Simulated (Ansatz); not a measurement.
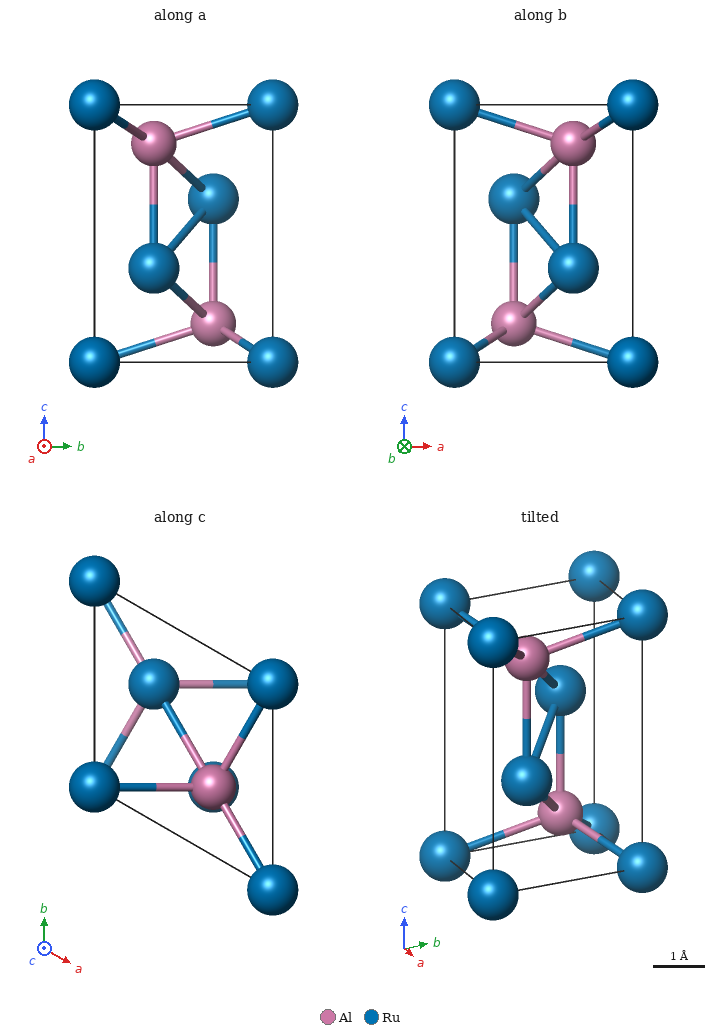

The image is a ball-and-stick drawing of a crystal, viewed along the a axis, along the b axis, along the c axis and slightly off an axis. The outline marks the conventional unit cell.

Lattice parameters: a = 4.106 Å, b = 4.106 Å, c = 5.132 Å, α = 90.00°, β = 90.00°, γ = 120.00°. Put a along x and b in the xy plane.

Question: From the views, write a POSCAR file, with free fractional coordinates to two decimals.

Answer:
```
Al Ru
1.0
     4.106    0.000    0.000
    -2.053    3.555    0.000
     0.000    0.000    5.132
Al Ru
2 3
Direct
  0.6667 0.3333 0.85
  0.3333 0.6667 0.15
  0.6667 0.3333 0.37
  0.3333 0.6667 0.63
  0.00 0.00 0.00
```

The structure was taken from a structure type filled with these elements by a generator (whether the compound takes this form wasn't checked). Relaxation method: Ansatz 0.2.0, DFT PBE, scalar-relativistic, plane waves, PAW.
